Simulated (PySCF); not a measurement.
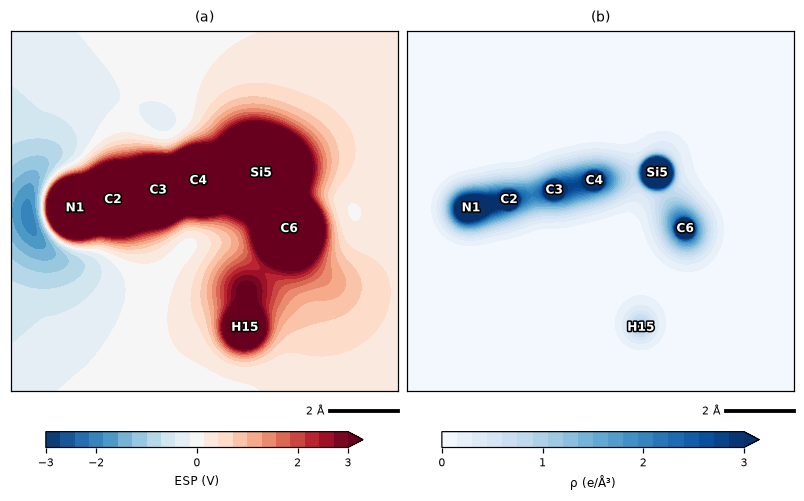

*C$_{5}$H$_{8}$NSi$_{2}$ (SMILES N#CC#C[SiH2][CH]C[SiH3]) (doublet). (a) molecular electrostatic potential; (b) total electron density on the plane of atoms C4, Si5 and C6.*

Geometry: GFN2-xTB.

Computed with UKS B3LYP, pcH-1 on C H N Si, non-relativistic, mean-field spin-orbit, GIAO (PySCF).

Input

```
{"job": {"kind": "epr", "basis": "pcH-1"}, "charge": 0, "multiplicity": 2}
N      3.475072    -1.345230     3.177568
C      3.015184    -0.986223     2.185569
C      2.463057    -0.565502     1.014263
C      1.988817    -0.209643    -0.045554
Si     1.106041     0.398575    -1.572448
C     -0.557804     1.045103    -1.098588
C     -1.735798     0.215854    -0.887241
Si    -1.888021    -0.264796     0.988704
H      1.944678     1.463878    -2.127833
H      0.998308    -0.775820    -2.447235
H     -0.668422     2.089518    -0.841243
H     -2.656207     0.744442    -1.142415
H     -1.689204    -0.710299    -1.459426
H     -0.696675    -1.021475     1.359332
H     -2.006442     0.972410     1.758691
H     -3.100181    -1.074002     1.126446
```

Command:

```sh
OMP_NUM_THREADS=1 python probes_run.py task.json out
```

### Describe what can be read from this map.

- The plane passes through N, C, Si and H nuclei.
- C–N (1.15 Å): the density is about 3.6 e/Å³ at the midpoint.
- C–C (1.21 Å): ρ at the midpoint is about 2.7 e/Å³.
- C–Si (1.85 Å): the density is about 0.98 e/Å³ at the midpoint.
- C–C (1.36 Å): ρ at the midpoint is about 2.1 e/Å³.
- Outside the dense part of the molecule the potential is most negative (−2.0 V) near N1.
